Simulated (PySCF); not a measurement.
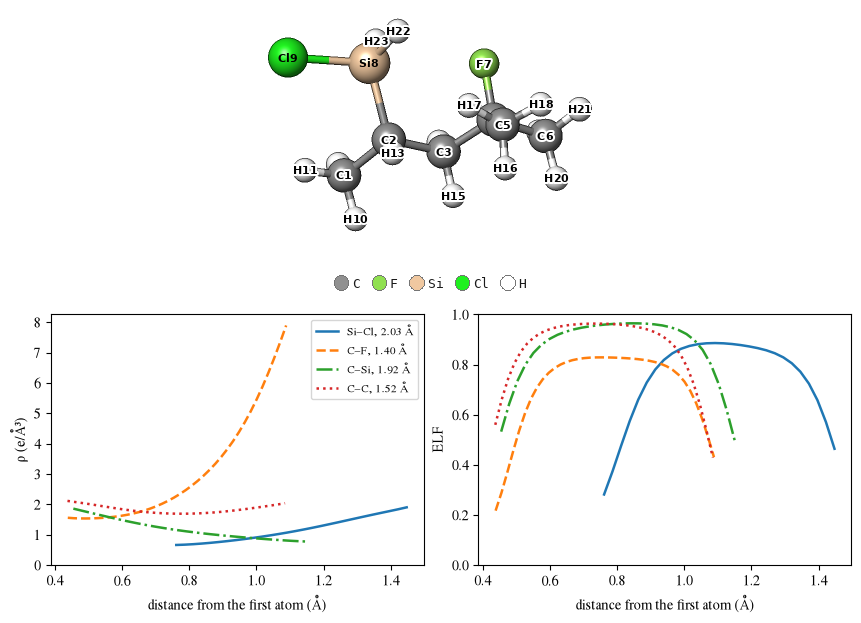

Figure 1: C₆H₁₄ClFSi. Total electron density and electron localisation function along straight lines between neighbouring atoms. The curves leave out the atomic cores. The structure is drawn too.

Geometry: GFN2-xTB.

All numbers below come from PBE0/pcSseg-1, SCF density, gas phase, non-relativistic in PySCF 2.14.0.

```yaml
atoms:
  - { symbol: C, position_ang: [2.0398, -0.9349, -1.2912] }
  - { symbol: C, position_ang: [1.0999, 0.0307, -0.5644] }
  - { symbol: C, position_ang: [-0.1562, -0.7411, -0.1510] }
  - { symbol: C, position_ang: [-1.2236, 0.0627, 0.5922] }
  - { symbol: C, position_ang: [-1.6567, 1.3261, -0.1404] }
  - { symbol: C, position_ang: [-2.4254, -0.8179, 0.9258] }
  - { symbol: F, position_ang: [-0.6639, 0.4627, 1.8168] }
  - { symbol: Si, position_ang: [1.9743, 0.8701, 0.9216] }
  - { symbol: Cl, position_ang: [3.8480, 1.3675, 0.3159] }
  - { symbol: H, position_ang: [1.5342, -1.3948, -2.1400] }
  - { symbol: H, position_ang: [2.9185, -0.4136, -1.6614] }
  - { symbol: H, position_ang: [2.3713, -1.7293, -0.6248] }
  - { symbol: H, position_ang: [0.8057, 0.7993, -1.2872] }
  - { symbol: H, position_ang: [0.1424, -1.5679, 0.4984] }
  - { symbol: H, position_ang: [-0.6246, -1.1725, -1.0397] }
  - { symbol: H, position_ang: [-1.9832, 1.0770, -1.1459] }
  - { symbol: H, position_ang: [-0.8339, 2.0324, -0.1958] }
  - { symbol: H, position_ang: [-2.4783, 1.8000, 0.3917] }
  - { symbol: H, position_ang: [-2.1023, -1.7125, 1.4528] }
  - { symbol: H, position_ang: [-2.9387, -1.1090, 0.0138] }
  - { symbol: H, position_ang: [-3.1178, -0.2735, 1.5637] }
  - { symbol: H, position_ang: [1.3466, 2.1319, 1.2937] }
  - { symbol: H, position_ang: [2.1192, -0.0663, 2.0298] }
```

### What kind of bonding do the profiles show?

Si–Cl (2.03 Å): ρ is about 0.94 e/Å³ halfway; the ELF peaks at about 0.90 between the atoms, as expected for a shared but strongly polarised pair.
C–F (1.40 Å): ρ at the midpoint is about 1.9 e/Å³, with its minimum of 1.5 e/Å³ about 0.5 Å from C; the ELF peaks at about 0.85 between the atoms (a shared but strongly polarised pair).
C–Si (1.92 Å): ρ is about 0.92 e/Å³ halfway; the ELF peaks at about 0.95 between the atoms, as expected for localised, covalent bonding.
C–C (1.52 Å): the density is about 1.7 e/Å³ at the midpoint; the ELF peaks at about 0.95 between the atoms; a covalent bond.
